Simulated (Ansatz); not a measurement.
```xyz
20
Lattice="7.6988 0.0000 0.0000 0.0000 7.6988 0.0000 0.0000 0.0000 11.2644" Properties=species:S:1:pos:R:3 pbc="T T T"
Pd    0.0000    0.0000    0.0000
Pd    3.8494    3.8494    5.6322
Hg    0.0000    0.0000    5.6322
Hg    3.8494    3.8494    0.0000
Br    0.0000    0.0000    3.2441
Br    3.8494    3.8494    8.8763
Br    0.0000    0.0000    8.0202
Br    3.8494    3.8494    2.3880
Cs    0.0000    3.8494    2.8161
Cs    3.8494    0.0000    8.4483
Cs    3.8494    0.0000    2.8161
Cs    0.0000    3.8494    8.4483
Br    1.6783    1.6783    0.0000
Br    5.5277    5.5277    5.6322
Br    6.0205    1.6783    0.0000
Br    2.1711    5.5277    5.6322
Br    2.1711    2.1711    5.6322
Br    6.0205    6.0205    0.0000
Br    1.6783    6.0205    0.0000
Br    5.5277    2.1711    5.6322
```

Space group I4/mmm; built by placing these elements on a known structure type; not relaxed (largest force 1.3 eV/Å); computed pressure about 4 GPa in this cell.

Computed with Ansatz, DFT, PAW plane waves, PBE.

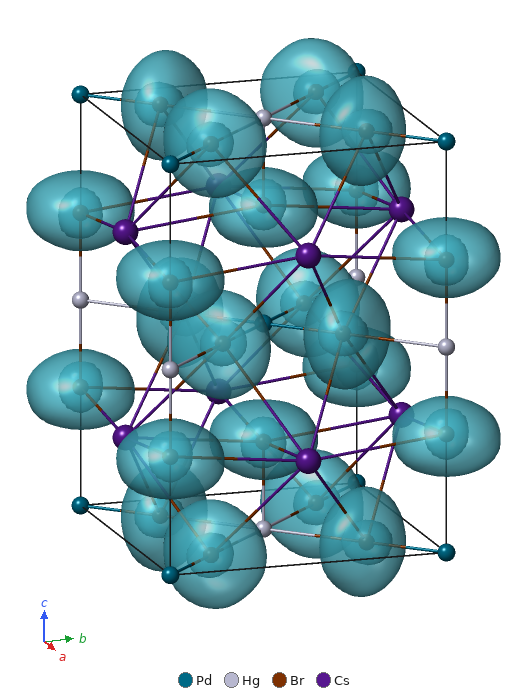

Cs$_{2}$HgPdBr$_{6}$. Isosurface of the electron localisation function at 0.7 (cyan), seen slightly off an axis. Core shells and regions of very low density are left out. Sticks mark near contacts.

### Describe the localisation domains.

The ELF exceeds this value in twelve regions wrapped around Br (the valence shell of each), counted in one cell of 20 atoms. Any copies at cell faces, edges or corners count once. Profiles from the grid: Pd–Br (2.37 Å): the ELF is about 0.40 at the midpoint. Hg–Br (2.39 Å): the ELF is about 0.40 at the midpoint.
